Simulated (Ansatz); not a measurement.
```yaml
atoms:
  - { symbol: Si, position_ang: [0.5964, 0.2080, 0.6448] }
  - { symbol: F, position_ang: [-0.1617, -1.0295, -2.0402] }
  - { symbol: H, position_ang: [1.1564, -1.1380, 1.0414] }
  - { symbol: H, position_ang: [1.0056, 1.2136, 1.6832] }
  - { symbol: N, position_ang: [-1.1131, 0.3631, 0.3673] }
  - { symbol: H, position_ang: [0.4556, -0.3457, -1.8309] }
  - { symbol: H, position_ang: [1.2930, 0.5717, -0.6574] }
  - { symbol: H, position_ang: [-1.4906, -0.2261, -0.3824] }
  - { symbol: H, position_ang: [-1.7415, 0.3830, 1.1743] }
```

Computed with RKS PBE/def2-SVP (Ansatz).

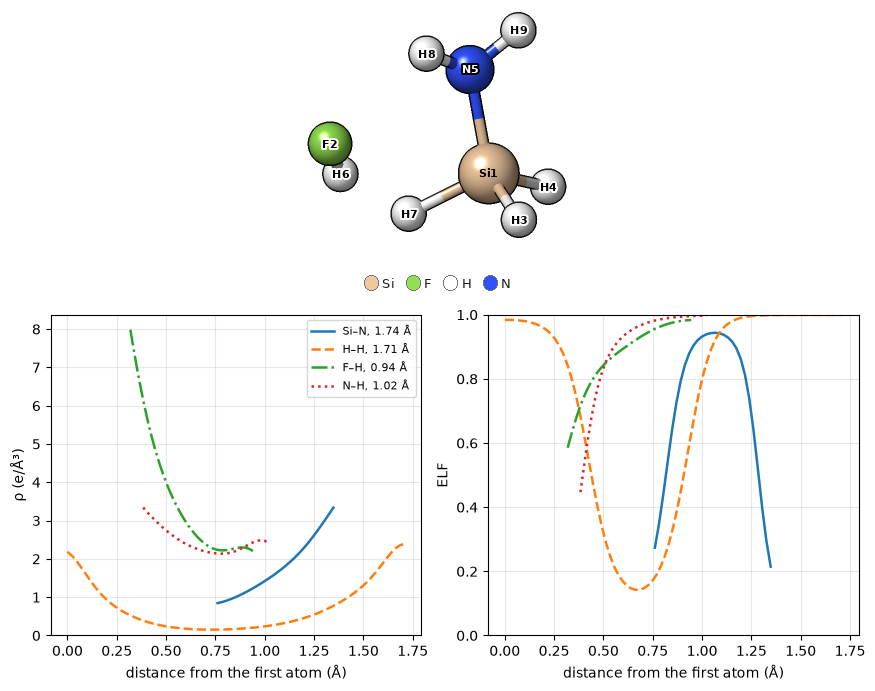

H5NSi···HF. Electron density and electron localisation function along straight lines between neighbouring atoms. The curves leave out the atomic cores. The structure is drawn too.

### Compare the contacts.

Si–N (1.74 Å): ρ is about 1 e/Å³ halfway; the ELF peaks at about 0.95 between the atoms: a shared but strongly polarised pair.
H6···H7 (1.71 Å): the density falls to about 0.15 e/Å³ on the way; the ELF dips to about 0.15 between them.
F–H (0.94 Å): ρ is about 4.4 e/Å³ halfway; the ELF climbs to about 1 towards the hydrogen, as it does in any bond to H (an ordinary covalent bond to hydrogen).
N–H (1.02 Å): ρ at the midpoint is about 2.7 e/Å³; the ELF climbs to about 1 towards the hydrogen: an ordinary covalent bond to hydrogen.
